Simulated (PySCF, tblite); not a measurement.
**H14N3PSi4, a small molecule taken as a stand-in for a surface group (nitrogen-backed Si): NMR shifts, core binding energies and electronic excitations**

What NMR shifts, core binding energies and electronic excitations should one expect for `[SiH3]N[Si](P)(N[SiH3])N[SiH3]`?

Computed with tblite 0.8.0 and PySCF 2.14.0; each step states its level. No surroundings beyond the atoms listed, unless a continuum is named. Atoms count from 0, parts from 1.

### 1 The system as given

22 atoms, charge 0, multiplicity 1; geometry: distance geometry start.

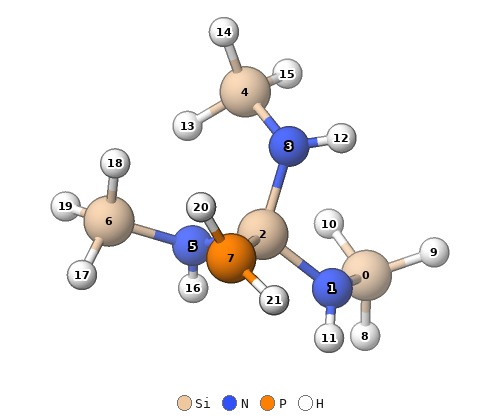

The starting geometry (silicon light orange, nitrogen blue, phosphorus orange, hydrogen white), atoms numbered.

### 2 Geometry optimisation with GFN2-xTB

Job settings and geometry (Å):

```
{"job": {"kind": "relax", "xc": "GFN2-xTB", "basis": "xTB"}, "charge": 0, "multiplicity": 1}
Si    -1.971903     3.519378    -0.727001
N     -0.371248     3.014754    -1.390157
Si     0.292073     1.445277    -0.787073
N      0.520081     1.519071     1.010085
Si    -0.447662     0.356255     1.998736
N     -0.838563     0.101807    -1.179884
Si    -0.121090    -1.583751    -1.225339
P      2.237158     1.060831    -1.704937
H     -2.899626     3.752390    -1.761714
H     -1.828010     4.711233     0.032057
H     -2.486449     2.517116     0.169036
H     -0.235665     3.208164    -2.388001
H      0.592647     2.482686     1.417795
H     -1.040912    -0.606916     1.145027
H      0.402489    -0.309087     2.921977
H     -1.459623     1.020839     2.712874
H     -1.546490     0.290868    -1.890726
H      0.446113    -1.801663    -2.490060
H      0.863487    -1.706233    -0.229713
H     -1.152575    -2.538986    -0.999760
H      3.098450     0.271614    -0.994412
H      2.789750     2.120776    -2.389456
```

With the program's defaults for keys left out, this is: GFN2-xTB geometry optimisation, gas phase.

On the command line:

```
$ OMP_NUM_THREADS=1 python cluster_run.py task.json out
```

This one command runs all jobs of the session in turn.

**Question.** The jobs that follow are: PBE0-D3(BJ)/def2-SVP geometry optimisation, gas phase; GIAO PBE0/pcSseg-1 NMR shielding, non-relativistic, gas phase; delta-SCF UKS SCAN, pcX-2 on the ionised atom, pcseg-1 elsewhere, spin-free X2C; TDDFT CAM-B3LYP/def2-SVPD, vertical, gas phase, core orbitals frozen in the response. Predict: point group; rotational constants (main isotopes); $^{1}$H shifts against TMS (PBE0/pcSseg-1); $^{29}$Si shifts against TMS (PBE0/pcSseg-1); $^{15}$N shifts against NH3 (PBE0/pcSseg-1); $^{31}$P shifts against H3PO4 (PBE0/pcSseg-1); N1s binding energies, SCAN/pcX-2; Si2p binding energies, SCAN/pcX-2 (standing for 1 of 4 atoms); P2p binding energies, SCAN/pcX-2; lowest singlet (CAM-B3LYP/def2-SVPD); brightest single state of those computed; lowest triplet; vertical ionisation energy (ΔSCF).

**Answer**, as computed:

```
                                                     quantity                                                                                   value
                                                  point group                                                                                      C1
                         rotational constants (main isotopes)                                                                    0.87, 0.63, 0.49 GHz
                   $^{1}$H shifts against TMS (PBE0/pcSseg-1)  4.77, 4.73, 4.69, 4.69, 4.63, 4.60, 4.58, 4.57, 4.53, 2.00, 1.47, 0.36, 0.29, 0.12 ppm
                 $^{29}$Si shifts against TMS (PBE0/pcSseg-1)                                                           -7.9, -55.5, -56.9, -58.3 ppm
                  $^{15}$N shifts against NH3 (PBE0/pcSseg-1)                                                                    36.0, 32.7, 31.1 ppm
                $^{31}$P shifts against H3PO4 (PBE0/pcSseg-1)                                                                              -266.0 ppm
                             N1s binding energies, SCAN/pcX-2                                                      N5 404.03, N1 404.01, N3 403.94 eV
Si2p binding energies, SCAN/pcX-2 (standing for 1 of 4 atoms)                                                                           Si2 107.25 eV
                             P2p binding energies, SCAN/pcX-2                                                                            P7 136.26 eV
                         lowest singlet (CAM-B3LYP/def2-SVPD)                                                             6.14 eV (202 nm), f = 0.018
                     brightest single state of those computed                                                             state 6, 7.16 eV, f = 0.107
                                               lowest triplet                                                                                 5.59 eV
                            vertical ionisation energy (ΔSCF)                                                                                 8.83 eV
```

**Reading.** Over 34 steps the energy fell by 0.564 eV; of the close pairs, P7–H21 changed most, 1.366 to 1.430 Å (PBE0/def2-SVP). The N1s levels kept as sound span 0.10 eV, from N3 (nitrogen bonded to 2 Si, H) up to N5 (nitrogen bonded to 2 Si, H). The lowest singlet, at 6.14 eV, is HOMO→LUMO 0.81 and is weak; of the 6 states computed, the strongest absorption comes from state 6 at 7.16 eV (the last computed, so partners may be missing). The lowest triplet lies 0.55 eV below the lowest singlet (triplets in Tamm-Dancoff, singlets in full TDDFT). The orbital energy would give 8.29 eV for ionisation, ΔSCF gives 8.83 eV. A capped cluster stands for the solid here, so long-range fields and strain are missing, and bands or shifts of the capping hydrogens have no counterpart in it.
